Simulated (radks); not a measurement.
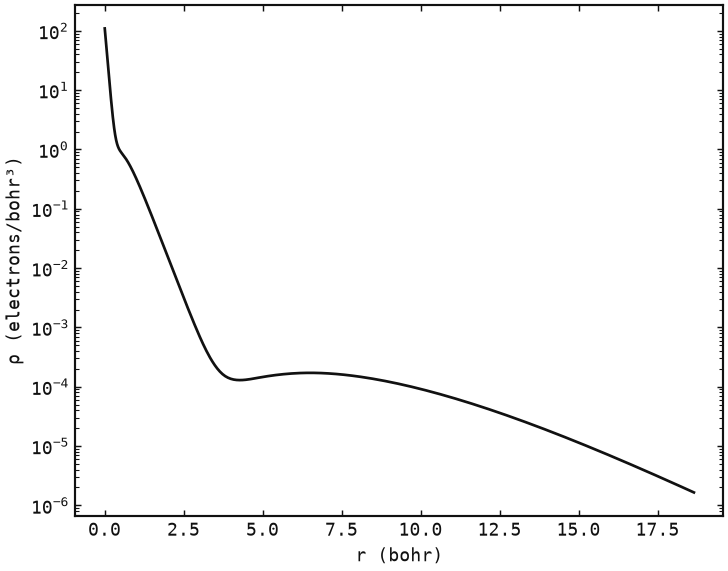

System: a free N atom, configuration 1s1 2s2 2p3 3d1 (high spin). The calculation used the in-house radial solver radks at this level: non-relativistic Kohn-Sham, BP86, spin-polarised, spherical densities, point nucleus.

The plot shows the electron density ρ(r) on a logarithmic scale.

### Describe it and give its main numbers.

The density falls from 110 electrons/bohr³ at the inner end (r = 0.0072 bohr) to 0.001 at r = 2.89 bohr, a common measure of the size of an atom or ion. The highest occupied orbital, 3d up (⟨r⟩ = 9.85 bohr, −0.838 eV), is also the most diffuse and sets the fall-off far out: over the last part drawn ln ρ falls by 0.53 per bohr, against 2√(−2ε) = 0.50 for the pure exponential. At the nucleus d ln ρ/dr is −14 per bohr, near the cusp value −2Z = −14. The steps in the slope mark the shells; the radial density has its minima at 0.37 and 4.0 bohr.
